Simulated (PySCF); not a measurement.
# A series of small molecules: methyl halides CH3X

Gas-phase molecules at GFN2-xTB geometries (not checked as minima at the level of the calculation), PBE/def2-TZVP with PySCF. The ionisation energy is E(cation) − E(neutral) at fixed geometry, without spin-orbit coupling; where the highest orbital is degenerate, the cation is one component. LUMO energies depend on the basis. GFN2-xTB bonds to atoms past the second row can be off by 0.02 to 0.07 Å and angles by up to several degrees, which can move orbital and ionisation energies by up to 0.5 eV and charges by 0.01 to 0.02 e, so small steps and misses may come from the geometries. Volumes are summed on a coarse grid and good to about 2 %. Core potentials replace the inner electrons of I. Electronegativities are Pauling's, radii Cordero's.

```json
{"molecule": "CH3I", "electronegativity of X": "2.66", "covalent radius of X (Å)": "1.39", "Hirshfeld charge of the central atom (e)": "−0.109", "HOMO energy (eV)": "−6.16", "vertical ionisation energy (eV)": "9.63", "HOMO–LUMO gap (eV)": "4.40", "volume inside the 0.001 a.u. surface (Å³)": "84"}
{"molecule": "CH3Br", "electronegativity of X": "2.96", "covalent radius of X (Å)": "1.20", "Hirshfeld charge of the central atom (e)": "?", "HOMO energy (eV)": "?", "vertical ionisation energy (eV)": "?", "HOMO–LUMO gap (eV)": "?", "volume inside the 0.001 a.u. surface (Å³)": "?"}
{"molecule": "CH3Cl", "electronegativity of X": "3.16", "covalent radius of X (Å)": "1.02", "Hirshfeld charge of the central atom (e)": "−0.070", "HOMO energy (eV)": "−6.98", "vertical ionisation energy (eV)": "11.07", "HOMO–LUMO gap (eV)": "6.73", "volume inside the 0.001 a.u. surface (Å³)": "63"}
{"molecule": "CH3F", "electronegativity of X": "3.98", "covalent radius of X (Å)": "0.57", "Hirshfeld charge of the central atom (e)": "−0.010", "HOMO energy (eV)": "−7.90", "vertical ionisation energy (eV)": "12.59", "HOMO–LUMO gap (eV)": "8.72", "volume inside the 0.001 a.u. surface (Å³)": "47"}
```

The results for CH3Br are withheld.

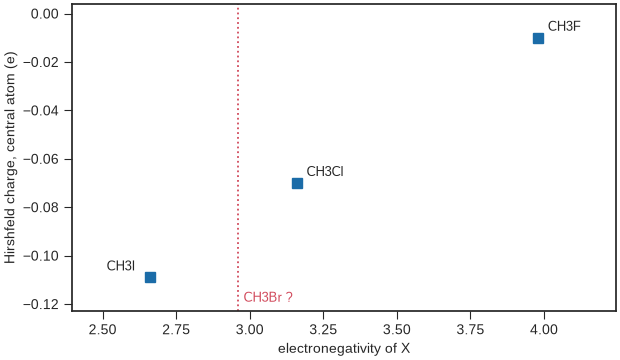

> Fit a straight line to the Hirshfeld charge of the central atom against the electronegativity of X for the given members and predict CH3Br.

A least-squares line through the three given members is y = −0.3074 + 0.0748 x, with R² = 1.00 and a scatter of 0.0012 e; CH3Cl lies farthest from it (+0.001 e). At x = 2.96 it gives −0.086 e. For a new member the 90 % prediction interval is ±0.009 e, wide since three points leave one degree of freedom.

> How does the computed value compare?

The calculation gives −0.085 e, 0.001 e above the estimate (0.8 times the scatter, 1 % of the range of the series): inside the prediction interval. Its other results: HOMO energy −6.63 eV, vertical ionisation energy 10.47 eV, HOMO–LUMO gap 5.64 eV and volume inside the 0.001 a.u. surface 71 Å³.

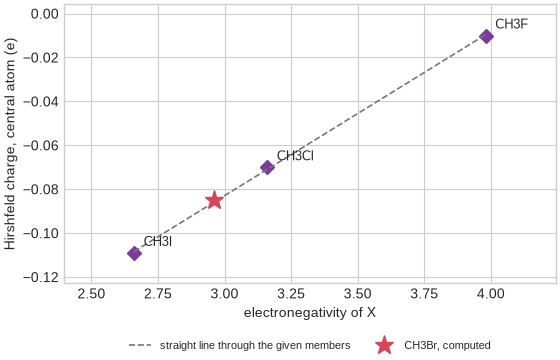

Over the series −ε(HOMO) lies 3.47 to 4.69 eV below the ionisation energy from total-energy differences, since this functional puts filled levels too high (delocalisation error). The pairing was chosen among those with R² above 0.96; series and pairings with weaker trends are left out of this set.

The single runs took from 4.6 s to 52 s, on 1 thread of shared hosts (Arm Neoverse V2, Intel(R) Xeon(R) 6975P-C (Granite Rapids) and Intel(R) Xeon(R) Platinum 8259CL CPU @ 2.50GHz (Skylake/Cascade Lake)).
